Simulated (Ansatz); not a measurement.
## Electronic structure of FH3Si···NH3 in real space

Input

```
crystal:
  periodic: [false, false, false]
  atoms:
    - { symbol: Si, position_ang: [0.402206, -0.225873, -0.486025] }
    - { symbol: "N", position_ang: [-0.227313, -0.233151, 2.460342] }
    - { symbol: H, position_ang: [-0.850742, -0.819116, 3.025155] }
    - { symbol: H, position_ang: [0.096105, 0.524646, 3.070034] }
    - { symbol: F, position_ang: [1.115404, -0.375183, -1.946773] }
    - { symbol: H, position_ang: [0.261023, 1.232658, -0.189129] }
    - { symbol: H, position_ang: [-0.922478, -0.91736, -0.548784] }
    - { symbol: H, position_ang: [1.28416, -0.878082, 0.502826] }
    - { symbol: H, position_ang: [0.613436, -0.81074, 2.248554] }
basis:
  gaussian: { orbitals: "6-31G*" }
hamiltonian:
  xc: pbe
relax:
  f_tol: 0.03
  max_steps: 50
output:
  orbitals: {}
```

Command:

```sh
ansatz run input.yaml --threads 1 --pin off --max-ram 2048MiB --backend cpu --events-out ev --progress --plain --runs-dir out
```

The fields are those of the run's last geometry, not of the input's.

Theory: RKS PBE/6-31G* (Ansatz).

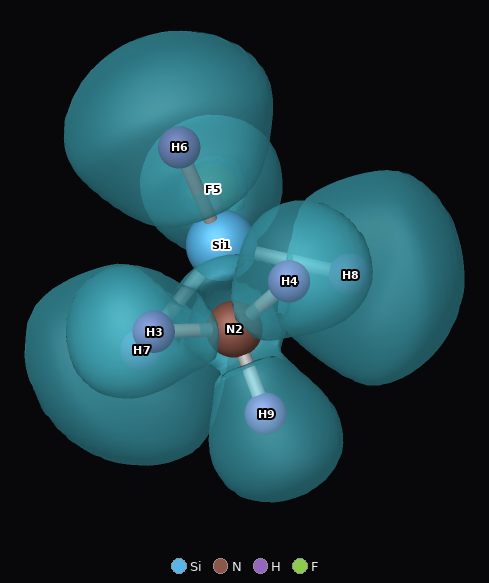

Figure 1. Isosurface of the electron localisation function at 0.75 (cyan), seen at an oblique angle. Core shells and regions of very low density are left out.

Q: Describe the localisation domains.

A: The ELF exceeds this value in three regions around hydrogen nuclei, one region wrapped around F (its lone pairs, merged into a ring or cap) and one joined region spread over several atoms (H, N), in which their bonds and any lone pairs are merged.


Si1···N2 (2.44 Å): the ELF peaks at about 0.95 in the valence shell of N, 0.7 Å from its nucleus, and is about 0.40 at the midpoint. Si–F (1.65 Å): the ELF peaks at about 0.85 in the valence shell of F, 0.5 Å from its nucleus, and is about 0.40 at the midpoint.

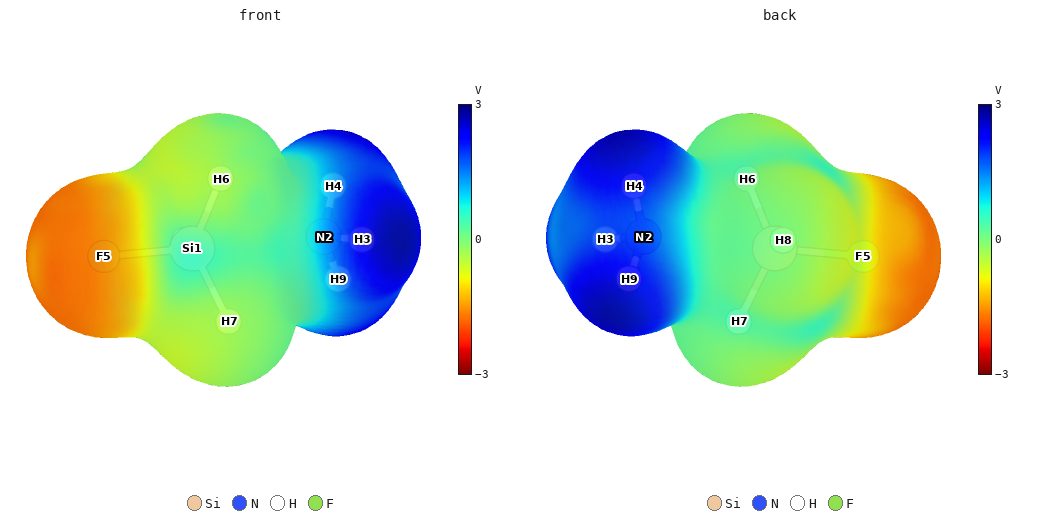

Figure 2. The electrostatic potential painted on the density surface at 0.004 e/bohr³, seen from the front and from behind; red is negative and blue positive.

Q: Which sites attract a positive test charge, and which a negative one?

A: A positive charge is drawn to the negative regions and a negative charge to the positive ones. The most negative region (about −1.8 V) lies over F5, the most positive (about +2.8 V) over H3, H4 and H9.

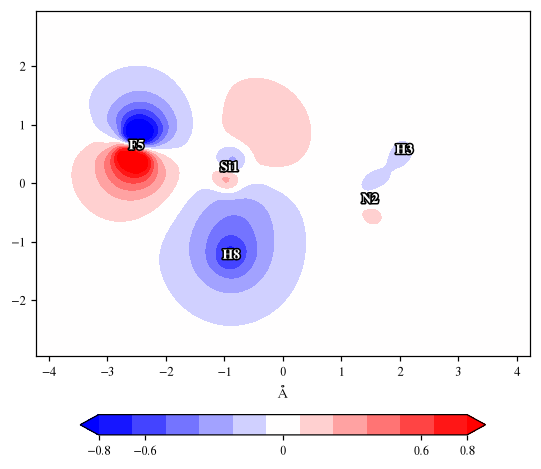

Figure 3. The HOMO on the plane of atoms F5, Si1 and H8 (values in Å⁻³ᐟ²; the overall sign is arbitrary).

Q: Where does this orbital lie, and at what energy?

A: Its weight (Hirshfeld) is mainly on F5 (about 40 %), Si1 (about 20 %), H8 (about 20 %), H6 (about 5 %) and H7 (about 5 %). It is one of a degenerate set, so its orientation is arbitrary. Its energy is −6.90 eV.

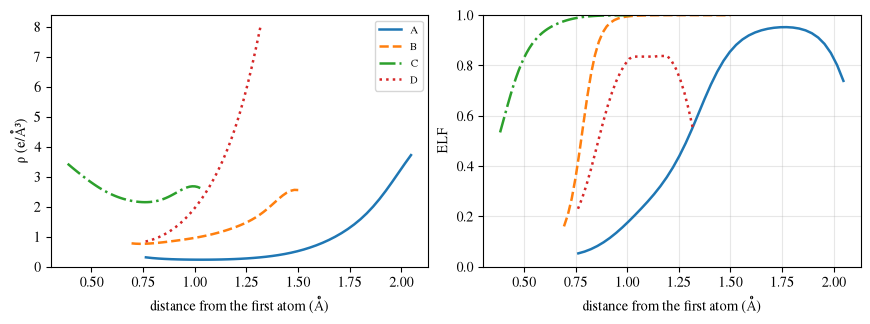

Figure 4. Electron density and electron localisation function along straight lines between neighbouring atoms. The curves leave out the atomic cores.

Q: Which curve belongs to which contact (N–H, Si–F, Si–H and Si–N)? The first atom named is at distance zero.

A: Curve A: Si1···N2 (2.44 Å): the density falls to about 0.23 e/Å³ on the way; the ELF peaks at about 0.95 in the valence shell of N, 0.7 Å from its nucleus, and is about 0.40 at the midpoint. Curve B: Si–H (1.50 Å): the density is about 0.76 e/Å³ at the midpoint; the ELF climbs to about 1 towards the hydrogen, as it does in any bond to H. Curve C: N–H (1.03 Å): ρ is about 2.7 e/Å³ halfway; the ELF climbs to about 1 towards the hydrogen; a covalent bond by its length. Curve D: Si–F (1.65 Å): ρ at the midpoint is about 0.97 e/Å³; the ELF peaks at about 0.85 in the valence shell of F, 0.5 Å from its nucleus, and is about 0.40 at the midpoint.
